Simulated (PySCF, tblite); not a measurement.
# B13N13H14: electronic excitations, NMR shifts, part 2 of 2

tblite 0.8.0 and PySCF 2.14.0. Atoms count from 0.

### 4 NMR shifts: GIAO KT3/pcSseg-1

What the job is given:

```
{"job": {"kind": "nmr", "xc": "KT3", "basis": "pcSseg-1", "pop": false}, "charge": 0, "multiplicity": 1}
B      2.264702     0.817606    -0.088730
N      1.609480     1.954233    -0.649130
B      1.926200     1.793756     2.162250
N      1.057312     2.734455     1.568561
B      0.649603     2.606156     0.198944
N     -0.717422     2.732080    -0.273930
B     -1.058460     2.798353    -1.668589
N     -1.976882     1.860832    -2.192128
B     -1.615594     1.995326     0.592600
N     -2.321160     0.887035     0.036999
B     -2.315362     0.714095    -1.394126
N     -2.430690    -0.598277    -1.938297
B     -2.513605    -0.268489     0.878568
N     -2.131538    -1.531517     0.333879
B     -1.930755    -1.645763    -1.091528
N     -1.017730    -2.629171    -1.586594
B     -1.365373    -2.386969     1.210284
N     -0.101329    -2.821863     0.703892
B      0.123290    -2.764585    -0.720008
N      1.447839    -2.518132    -1.204188
B      1.014578    -2.573979     1.587208
N      2.032451    -1.715720     1.064211
B      2.118429    -1.556734    -0.367515
N      2.596009    -0.321027    -0.900244
B      2.426852    -0.618873     1.913037
N      2.370102     0.690762     1.346920
H      1.440086     1.960810    -1.644004
H      2.194974     1.859603     3.300605
H      0.557896     3.376598     2.162949
H     -0.553651     3.590932    -2.376453
H     -2.192547     1.870204    -3.177239
H     -1.667492     2.212139     1.743975
H     -2.399958    -0.716656    -2.940225
H     -2.817338    -0.151610     2.003289
H     -0.879845    -2.702107    -2.584011
H     -1.676322    -2.552088     2.325869
H      1.596184    -2.477254    -2.202166
H      0.989995    -2.892865     2.711808
H      2.629894    -0.207023    -1.902681
H      2.626877    -0.780653     3.055028
```

Level: GIAO KT3/pcSseg-1 NMR shielding, non-relativistic, gas phase.

Output:

```text
start: PBE on a coarse grid of 33993 points
cycle   1  E = -1042.3758850078  dE =  4.393e+00  |g| = 1.379e+00  |ddm| = 6.402e+00
cycle   2  E = -1041.4976124463  dE =  8.783e-01  |g| = 2.407e+00  |ddm| = 3.453e+00
cycle   3  E = -1042.7889629678  dE = -1.291e+00  |g| = 2.348e-01  |ddm| = 2.462e+00
cycle   4  E = -1042.8020676951  dE = -1.310e-02  |g| = 9.069e-02  |ddm| = 3.147e-01
cycle   5  E = -1042.8037196710  dE = -1.652e-03  |g| = 2.959e-02  |ddm| = 8.178e-02
cycle   6  E = -1042.8038928613  dE = -1.732e-04  |g| = 1.291e-02  |ddm| = 3.796e-02
cycle   7  E = -1042.8039300244  dE = -3.716e-05  |g| = 2.637e-03  |ddm| = 1.359e-02
final grid: 316891 points
cycle   8  E = -1060.9581612769  dE = -5.215e-02  |g| = 1.562e-01  |ddm| = 5.590e-01
cycle   9  E = -1060.9481388717  dE =  1.002e-02  |g| = 2.641e-01  |ddm| = 3.324e-01
cycle  10  E = -1060.9635289710  dE = -1.539e-02  |g| = 1.501e-02  |ddm| = 2.103e-01
cycle  11  E = -1060.9635844571  dE = -5.549e-05  |g| = 5.711e-03  |ddm| = 2.349e-02
cycle  12  E = -1060.9635925659  dE = -8.109e-06  |g| = 1.861e-03  |ddm| = 6.763e-03
cycle  13  E = -1060.9635928605  dE = -2.946e-07  |g| = 6.759e-04  |ddm| = 2.074e-03
cycle  14  E = -1060.9635945060  dE = -1.645e-06  |g| = 1.471e-04  |ddm| = 6.681e-04
cycle  15  E = -1060.9635923102  dE =  2.196e-06  |g| = 6.354e-05  |ddm| = 1.882e-04
converged SCF energy = -1060.9635923102

GIAO shielding tensors (ppm)
atom      isotropic    diamagn.    paramagn.     s11        s22        s33       span
  0 B       78.983     216.131    -137.148     60.755     71.201    104.993     44.239
  1 N      137.917     345.022    -207.105     60.124    153.240    200.387    140.263
  2 B       73.499     203.139    -129.640     50.387     62.966    107.144     56.756
  3 N      135.236     334.968    -199.732     42.900    151.767    211.040    168.140
  4 B       76.665     213.483    -136.819     61.782     66.084    102.128     40.346
  5 N      106.736     347.764    -241.028     10.853     73.703    235.651    224.799
  6 B       74.803     209.237    -134.434     48.252     62.704    113.454     65.202
  7 N      134.961     334.198    -199.236     29.805    165.687    209.393    179.588
  8 B       72.046     210.261    -138.215     51.159     57.004    107.974     56.815
  9 N       90.893     348.055    -257.162      5.420     27.467    239.793    234.373
 10 B       80.567     215.399    -134.832     59.567     74.948    107.185     47.618
 11 N      158.376     338.349    -179.973     82.946    178.642    213.540    130.594
 12 B       71.370     208.098    -136.728     50.773     56.748    106.590     55.817
 13 N       92.053     348.925    -256.872      3.495     33.920    238.742    235.247
 14 B       77.690     217.221    -139.532     56.630     71.817    104.622     47.992
 15 N      154.265     340.145    -185.880     72.221    174.920    215.654    143.433
 16 B       70.745     206.653    -135.908     50.472     55.513    106.249     55.778
 17 N       90.001     350.180    -260.179      4.220     31.794    233.990    229.770
 18 B       76.922     219.410    -142.488     56.593     69.903    104.270     47.678
 19 N      154.535     341.198    -186.663     74.928    173.271    215.407    140.479
 20 B       70.617     205.494    -134.877     50.306     56.104    105.442     55.137
 21 N       91.145     349.249    -258.104      5.282     30.729    237.424    232.141
 22 B       77.268     218.449    -141.181     56.202     71.248    104.354     48.153
 23 N      155.357     342.345    -186.987     76.917    175.572    213.582    136.665
 24 B       71.244     204.244    -133.000     51.744     57.061    104.927     53.183
 25 N      104.047     345.149    -241.102     25.551     38.534    248.057    222.507
 26 H       28.747      47.528     -18.781     25.860     29.486     30.896      5.036
 27 H       27.157      31.985      -4.828     24.747     27.279     29.446      4.699
 28 H       26.800      34.282      -7.482     23.187     25.990     31.224      8.037
 29 H       26.970      34.379      -7.409     24.500     27.247     29.163      4.663
 30 H       26.826      35.372      -8.546     23.082     26.024     31.372      8.290
 31 H       26.907      39.715     -12.809     24.521     27.683     28.516      3.994
 32 H       28.333      40.374     -12.042     24.039     28.181     32.779      8.740
 33 H       26.805      36.705      -9.900     25.096     26.808     28.510      3.414
 34 H       28.547      41.521     -12.973     24.783     28.241     32.618      7.835
 35 H       26.694      34.760      -8.066     24.969     26.564     28.549      3.579
 36 H       28.662      42.632     -13.971     25.270     28.099     32.616      7.346
 37 H       26.687      33.600      -6.913     24.863     26.590     28.607      3.744
 38 H       28.675      44.524     -15.849     25.281     28.440     32.305      7.024
 39 H       26.846      33.421      -6.575     24.643     27.106     28.789      4.146
```

Run time: 28 s. Hardware: 2 threads of AMD EPYC 9R45, shared host; peak memory 1.2 GiB.

Shifts follow as δ = σ(reference) − σ, with reference shieldings (ppm) from runs at the same level and on the same kind of geometry: ¹H TMS 31.76, ¹⁵N NH3 264.4, ¹¹B BF3·OEt2 100.0. The references are single molecules in the gas phase, so shifts against H2O, NH3, PH3, H3PO4 or CFCl3 are not on the usual liquid scales and can be off by tens of ppm.

| atoms | environment | σ (ppm) | δ (ppm) |
| --- | --- | --- | --- |
| H37 | hydrogen on a boron bonded to 2 N | 26.69 | 5.07 |
| H35 | hydrogen on a boron bonded to 2 N | 26.69 | 5.07 |
| H28 | hydrogen on a nitrogen bonded to 2 B | 26.80 | 4.96 |
| H33 | hydrogen on a boron bonded to 2 N | 26.80 | 4.96 |
| H30 | hydrogen on a nitrogen bonded to 2 B | 26.83 | 4.93 |
| H39 | hydrogen on a boron bonded to 2 N | 26.85 | 4.91 |
| H31 | hydrogen on a boron bonded to 2 N | 26.91 | 4.85 |
| H29 | hydrogen on a boron bonded to 2 N | 26.97 | 4.79 |
| H27 | hydrogen on a boron bonded to 2 N | 27.16 | 4.60 |
| H32 | hydrogen on a nitrogen bonded to 2 B | 28.33 | 3.43 |
| H34 | hydrogen on a nitrogen bonded to 2 B | 28.55 | 3.21 |
| H36 | hydrogen on a nitrogen bonded to 2 B | 28.66 | 3.10 |
| H38 | hydrogen on a nitrogen bonded to 2 B | 28.68 | 3.08 |
| H26 | hydrogen on a nitrogen bonded to 2 B | 28.75 | 3.01 |
| B20 | boron bonded to 2 N, H | 70.6 | 29.4 |
| B16 | boron bonded to 2 N, H | 70.7 | 29.2 |
| B24 | boron bonded to 2 N, H | 71.2 | 28.7 |
| B12 | boron bonded to 2 N, H | 71.4 | 28.6 |
| B8 | boron bonded to 2 N, H | 72.0 | 27.9 |
| B2 | boron bonded to 2 N, H | 73.5 | 26.5 |
| B6 | boron bonded to 2 N, H | 74.8 | 25.2 |
| B4 | boron bonded to 3 N | 76.7 | 23.3 |
| B18 | boron bonded to 3 N | 76.9 | 23.1 |
| B22 | boron bonded to 3 N | 77.3 | 22.7 |
| B14 | boron bonded to 3 N | 77.7 | 22.3 |
| B0 | boron bonded to 3 N | 79.0 | 21.0 |
| B10 | boron bonded to 3 N | 80.6 | 19.4 |
| N17 | nitrogen bonded to 3 B | 90.0 | 174.4 |
| N9 | nitrogen bonded to 3 B | 90.9 | 173.5 |
| N21 | nitrogen bonded to 3 B | 91.1 | 173.2 |
| N13 | nitrogen bonded to 3 B | 92.1 | 172.3 |
| N25 | nitrogen bonded to 3 B | 104.0 | 160.3 |
| N5 | nitrogen bonded to 3 B | 106.7 | 157.7 |
| N7 | nitrogen bonded to 2 B, H | 135.0 | 129.4 |
| N3 | nitrogen bonded to 2 B, H | 135.2 | 129.2 |
| N1 | nitrogen bonded to 2 B, H | 137.9 | 126.5 |
| N15 | nitrogen bonded to 2 B, H | 154.3 | 110.1 |
| N19 | nitrogen bonded to 2 B, H | 154.5 | 109.9 |
| N23 | nitrogen bonded to 2 B, H | 155.4 | 109.0 |
| N11 | nitrogen bonded to 2 B, H | 158.4 | 106.0 |

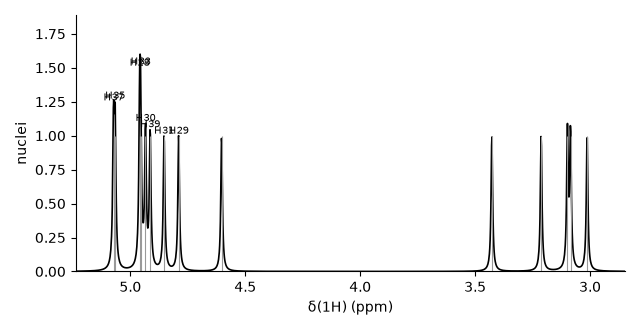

¹H lines at the computed shifts, without couplings. Lines are broadened to a width of 0.01 ppm (Lorentzian).

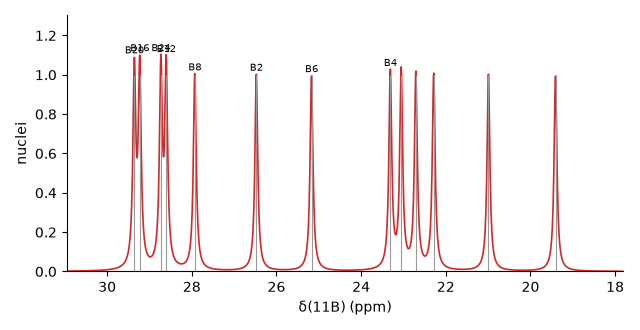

¹¹B lines at the computed shifts, without couplings. Lines are broadened to a width of 0.08 ppm (Lorentzian).

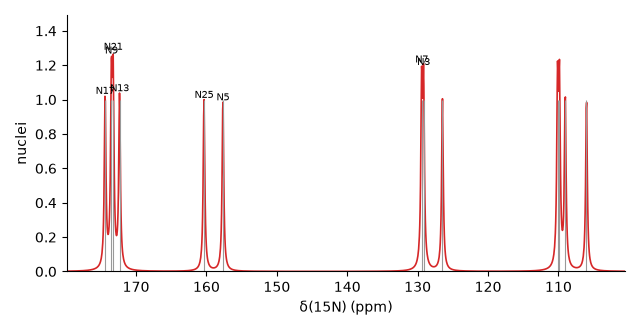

¹⁵N lines at the computed shifts, without couplings. Lines are broadened to a width of 0.27 ppm (Lorentzian).

Ring of atoms B0, N1, B2, N3, B4, N25: NICS(0) -2.9, NICS(1) -2.7, NICS(1)zz -2.1 ppm (means of both faces; NICS(1) differs between them: -4.1 and -1.3).

Ring of atoms B0, N21, B22, N23, B24, N25: NICS(0) -2.0, NICS(1) -2.5, NICS(1)zz -1.7 ppm (means of both faces; NICS(1) differs between them: -3.9 and -1.1).

Ring of atoms N5, B6, N7, B8, N9, B10: NICS(0) -1.8, NICS(1) -2.7, NICS(1)zz -3.8 ppm (means of both faces).

### 5 Results

What follows sums up all 2 parts.

| quantity | value |
| --- | --- |
| lowest singlet (B3LYP/6-31G*) | 5.23 eV (237 nm), f = 0.001 |
| brightest single state of those computed | state 3, 5.47 eV, f = 0.029 |
| lowest triplet | 4.91 eV |
| surface potential, 1st and 99th percentile | -0.86 V and 2.23 V |
| ¹H shifts against TMS (KT3/pcSseg-1) | 5.07, 5.07, 4.96, 4.96, 4.93, 4.91, 4.85, 4.79, 4.60, 3.43, 3.21, 3.10, 3.08, 3.01 ppm |
| ¹¹B shifts against BF3·OEt2 (KT3/pcSseg-1) | 29.4, 29.2, 28.7, 28.6, 27.9, 26.5, 25.2, 23.3, 23.1, 22.7, 22.3, 21.0, 19.4 ppm |
| ¹⁵N shifts against NH3 (KT3/pcSseg-1) | 174.4, 173.5, 173.2, 172.3, 160.3, 157.7, 129.4, 129.2, 126.5, 110.1, 109.9, 109.0, 106.0 ppm |

**Reading.** The lowest singlet, at 5.23 eV, is HOMO→LUMO 0.89 and is weak; of the 6 states computed, the strongest absorption comes from state 3 at 5.47 eV. The lowest triplet lies 0.32 eV below the lowest singlet (triplets in Tamm-Dancoff, singlets in full TDDFT). At B3LYP/6-31G*, counted by nearest atom on the grid, the HOMO lies on N5, N15 about 14 % each; N11, N21, N25 about 10 % each, the LUMO on B16, B20 about 14 % each; B18 8 %.
